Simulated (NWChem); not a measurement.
# singlet Si2H5O− at 6 levels

We compute a comparison of 6 runs (HF/STO-3G, HF/3-21G, B3LYP/def2-SVPD, B3LYP/6-31G*, M06-2X/def2-SVPD) of singlet Si2H5O−. 

The calculation is run with NWChem 7.3.0.

34 further runs of the same task are left out: 34 set aside as unsound or not needed.

## 1. Starting point

The species is Si2H5O− (8 atoms), meant as a singlet with charge -1. As SMILES of the parent species, `O[SiH][SiH3]`. The shape is that of a PBE0-D4/def2-TZVP optimisation. This is one conformer, not always the lowest. That shape belongs to the parent species and isn't relaxed for this state.

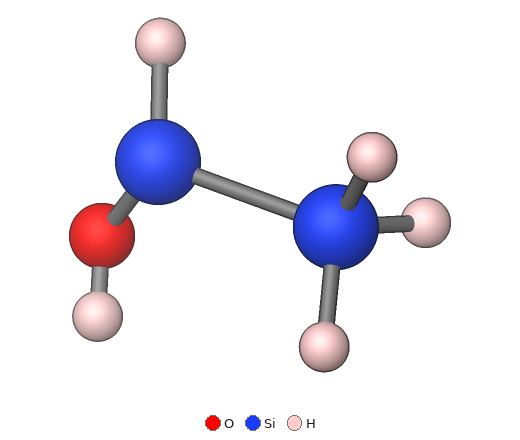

The structure, seen from a chosen angle (oxygen red, silicon blue, hydrogen pink).

## 2. The energy at HF/STO-3G (run 1)

run.py reads:

```python
from ase import Atoms
from ase.calculators.nwchem import NWChem

mol = Atoms(['O', 'Si', 'Si', 'H', 'H', 'H', 'H', 'H'], positions=[
    [-0.929000, 0.938400, -1.717100],
    [0.090400, 1.134000, -0.425000],
    [0.314200, -0.774200, 0.917600],
    [-1.805900, 0.598400, -1.530300],
    [1.378700, 1.582300, -1.024400],
    [1.190000, -0.426800, 2.069000],
    [0.883900, -1.960400, 0.216700],
    [-1.030200, -1.148700, 1.437600],
])

calc = NWChem(
    label='m1',
    theory='scf',
    memory='2200 mb',
    basis='STO-3G',
    basispar='spherical bse',
    charge=-1,
    scf={'nopen': '0', 'rhf': None, 'thresh': '1e-08', 'maxiter': '80'},
    task='energy',
)
mol.calc = calc

e = mol.get_potential_energy()
print(f"E = {e:.6f} eV")
print("dipole (e A):", mol.get_dipole_moment().round(4))
```

Run with:

```console
export ASE_NWCHEM_COMMAND="nwchem PREFIX.nwi > PREFIX.nwo"
python run.py
```

The log of the run:

```text
E = -17625.196318 eV
dipole (e A): [-0.1411 -0.8094  0.2947]
```

The calculator wrote m1.nwi:

```
title "m1"

permanent_dir m1

scratch_dir m1

start m1

geometry units angstrom nocenter noautosym noautoz
  O  -9.2900000000000005e-01 9.3840000000000001e-01 -1.7171000000000001e+00
  Si 9.0399999999999994e-02 1.1339999999999999e+00 -4.2499999999999999e-01
  Si 3.1419999999999998e-01 -7.7420000000000000e-01 9.1759999999999997e-01
  H  -1.8059000000000001e+00 5.9840000000000004e-01 -1.5303000000000000e+00
  H  1.3787000000000000e+00 1.5823000000000000e+00 -1.0244000000000000e+00
  H  1.1899999999999999e+00 -4.2680000000000001e-01 2.0690000000000000e+00
  H  8.8390000000000002e-01 -1.9603999999999999e+00 2.1670000000000000e-01
  H  -1.0302000000000000e+00 -1.1487000000000001e+00 1.4376000000000000e+00
end

charge -1

memory 2200 mb

basis spherical bse noprint
   * library STO-3G
end

scf
  nopen 0
  rhf
  thresh 1e-08
  maxiter 80
end

task scf energy
```

m1.nwo:

```text
Northwest Computational Chemistry Package (NWChem) 7.3.0
             --------------------------------------------------------

           Job information
           ---------------

    nwchem branch   = 7.3.0
    use scalapack   = T
    input           = m1.nwi
    prefix          = m1.
    data base       = m1/m1.db
    status          = startup
    nproc           =        1

           Memory information
           ------------------

[... 5 lines left out ...]
    hardfail = no
[... 135 lines left out ...]
         Quadratically convergent ROHF
[... 14 lines left out ...]
       Final RHF  results
[... 4 lines left out ...]
      Two-electron energy =    409.433347311472
[... 37 lines left out ...]
                       ROHF Final Molecular Orbital Analysis
[... 148 lines left out ...]
       Multipole analysis of the density wrt the origin
       ------------------------------------------------

     L   x y z        total         open         nuclear
     -   - - -        -----         ----         -------
     0   0 0 0     -1.000000      0.000000     41.000000

     1   1 0 0     -0.266596      0.000000     -2.175264
[... 8 lines of this table left out ...]
     2   0 0 2    -30.166432      0.000000    170.302961

 Task  times  cpu:        1.6s     wall:        1.6s
 Total times  cpu:        1.6s     wall:        1.6s
```

Wall time 2.9 s (1 thread of Intel Xeon Platinum 8259CL at 2.50GHz (Skylake/Cascade Lake), shared host); peak memory 0.098 GiB.

## 3. The energy at HF/3-21G (run 2)

sp.xyz reads:

```xyz
8

O     -0.929000     0.938400    -1.717100
Si     0.090400     1.134000    -0.425000
Si     0.314200    -0.774200     0.917600
H     -1.805900     0.598400    -1.530300
H      1.378700     1.582300    -1.024400
H      1.190000    -0.426800     2.069000
H      0.883900    -1.960400     0.216700
H     -1.030200    -1.148700     1.437600
```

sp.nw reads:

```
start sp
memory stack 880 mb heap 220 mb global 1100 mb
charge -1
geometry units angstrom noautosym nocenter noautoz
  load sp.xyz
end
basis spherical bse
  * library 3-21G
end
scf
  thresh 1e-08
  maxiter 80
  print low
end
task scf energy
```

Run with:

```console
nwchem sp.nw > sp.out
```

The log of the run:

```text
[...]
  functions       =    45
[...]
  wavefunction    = RHF
[...]
         Total SCF energy =   -652.104549562122
      One-electron energy =  -1198.091776745228
      Two-electron energy =    403.038737405805
 Nuclear repulsion energy =    142.948489777300
        Time for solution =      2.0s
 Task  times  cpu:        2.0s     wall:        2.0s
[...]
```

Wall time 2.6 s (1 thread of Intel Xeon Platinum 8259CL at 2.50GHz (Skylake/Cascade Lake), shared host); peak memory 0.098 GiB.

Run 3 isn't shown in full; the table further down has it.

## 4. A single-point energy at B3LYP/6-31G(d) (spherical functions) (run 4)

test.nw reads:

```
start test
title "H5OSi2"
memory stack 880 mb heap 220 mb global 1100 mb
charge -1

geometry noautosym nocenter noautoz
  O    -0.929000    0.938400   -1.717100
  Si    0.090400    1.134000   -0.425000
  Si    0.314200   -0.774200    0.917600
  H    -1.805900    0.598400   -1.530300
  H     1.378700    1.582300   -1.024400
  H     1.190000   -0.426800    2.069000
  H     0.883900   -1.960400    0.216700
  H    -1.030200   -1.148700    1.437600
end

basis "ao basis" spherical bse
  * library 6-31G*
end

dft
  xc b3lyp
  grid xfine
  convergence energy 1e-08
  maxiter 100
  mulliken
  print medium
end

task dft energy
```

Run with:

```console
nwchem test.nw > test.out
```

The log of the run:

```text
[...]
          Wavefunction type:  closed shell.
          No. of atoms     :     8
          No. of electrons :    42
[...]
          Charge           :    -1
          Spin multiplicity:     1
[...]
          AO basis - number of functions:    60
[...]
              XC Information
              --------------
                         B3LYP Method XC Potential
                     Hartree-Fock (Exact) Exchange  0.200
                        Slater Exchange Functional  0.800 local
                    Becke 1988 Exchange Functional  0.720 non-local
              Lee-Yang-Parr Correlation Functional  0.810
                  VWN I RPA Correlation Functional  0.190 local
[...]
 d= 0,ls=0.0,diis     1   -657.1006122739 -8.00D+02  3.00D-02  5.37D-01     3.6
[...]
 d= 0,ls=0.0,diis    10   -657.2017994020 -7.67D-10  9.23D-07  7.97D-10    28.8
         Total DFT energy =     -657.201799402005
      One electron energy =    -1202.619472734462
           Coulomb energy =      455.082309347188
    Exchange-Corr. energy =      -52.613125792032
 Nuclear repulsion energy =      142.948489777300
[...]
      Total Density - Mulliken Population Analysis
     ---------------------------------------------
    Atom       Charge   Shell Charges
 -----------   ------   -------------------------------------------------------
    1 O    8     8.74   2.00  0.89  2.96  0.94  1.94  0.02
    2 Si  14    14.04   2.00  2.00  5.96  0.96  1.67  0.50  0.79  0.16
    3 Si  14    14.09   2.00  2.00  5.96  1.01  1.91  0.32  0.75  0.13
    4 H    1     0.63   0.48  0.14
    5 H    1     1.15   0.51  0.64
    6 H    1     1.11   0.51  0.60
    7 H    1     1.13   0.51  0.61
    8 H    1     1.11   0.51  0.60
[...]
```

It took 29 s on 1 thread of Intel Xeon Platinum 8259CL at 2.50GHz (Skylake/Cascade Lake), shared host; peak memory 0.14 GiB.

Run 5 isn't shown in full; the table further down has it.

## 5. The energy at M06-2X/def2-SVPD (run 6)

h5osi2.nw reads:

```
start h5osi2
memory stack 880 mb heap 220 mb global 1100 mb
charge -1

geometry noautosym nocenter noautoz
   O       -0.929000       0.938400      -1.717100
   Si       0.090400       1.134000      -0.425000
   Si       0.314200      -0.774200       0.917600
   H       -1.805900       0.598400      -1.530300
   H        1.378700       1.582300      -1.024400
   H        1.190000      -0.426800       2.069000
   H        0.883900      -1.960400       0.216700
   H       -1.030200      -1.148700       1.437600
end

basis "ao basis" spherical bse
   * library def2-SVPD
end

dft
   xc m06-2x
   grid fine
   convergence energy 1e-08
   iterations 100
   mulliken
   noprint "final vectors analysis"
end

task dft energy
```

Run with:

```console
nwchem h5osi2.nw > h5osi2.out
```

The log of the run:

```text
[...]
          Wavefunction type:  closed shell.
          No. of atoms     :     8
          No. of electrons :    42
[...]
          Charge           :    -1
          Spin multiplicity:     1
[...]
          AO basis - number of functions:   111
[...]
              XC Information
              --------------
                       M06-2X Method XC Functional
                     Hartree-Fock (Exact) Exchange  0.540
                        M06-2X Exchange Functional  1.000
                      M06-2X Correlation Potential  1.000
[...]
 d= 0,ls=0.0,diis     1   -656.7966062947 -8.00D+02  4.57D-02  7.27D-01     4.7
[...]
 d= 0,ls=0.0,diis    12   -656.9144982002 -2.47D-09  2.53D-06  5.31D-10    47.6
         Total DFT energy =     -656.914498200244
      One electron energy =    -1201.540330934084
           Coulomb energy =      454.087447539737
    Exchange-Corr. energy =      -52.410104583198
 Nuclear repulsion energy =      142.948489777300
[...]
      Total Density - Mulliken Population Analysis
     ---------------------------------------------
    Atom       Charge   Shell Charges
 -----------   ------   -------------------------------------------------------
    1 O    8     8.71   1.99  1.06  0.66  0.08  2.89  1.77  0.23  0.01  0.01
    2 Si  14    13.97   2.00  1.98  1.06 -0.13  0.46  5.93  1.19  1.20  0.20  0.08
    3 Si  14    14.94   2.00  1.98  1.04  0.62  0.01  5.93  1.28  1.68  0.16  0.24
    4 H    1     0.82   0.70  0.04  0.07  0.02
    5 H    1     1.01   0.74  0.16  0.01  0.10
    6 H    1     0.85   0.74  0.11  0.01 -0.02
    7 H    1     0.83   0.75  0.11  0.01 -0.04
    8 H    1     0.87   0.74  0.14  0.01 -0.02
[...]
```

Run time: 48 s. Hardware: 1 thread of Intel Xeon Platinum 8259CL at 2.50GHz (Skylake/Cascade Lake), shared host; peak memory 0.12 GiB.

## 6. All runs side by side

```
run                               level  iteration cap  module  energy (Eh)  wall time
  1                           HF/STO-3G             80     scf  -647.714023      2.9 s
  2                            HF/3-21G             80     scf  -652.104550      2.6 s
  3                     B3LYP/def2-SVPD            100     dft  -657.034802       34 s
  4  B3LYP/6-31G* (spherical functions)            100     dft  -657.201799       29 s
  5  B3LYP/6-31G* (Cartesian functions)            100     dft  -657.206695       30 s
  6                    M06-2X/def2-SVPD            100     dft  -656.914498       48 s
```

## 7. Summary of results

| quantity | value |
| --- | --- |
| run 6: total energy | -656.91450 Eh |

What this shows: Totals of different functionals can't be ranked against each other. In runs 1, 4 the HOMO lies above zero, from self-interaction, a short basis or an electron that isn't bound. In run 1 the basis is minimal, so the values are rough. All runs together took 2.5 min, the longest 48 s.
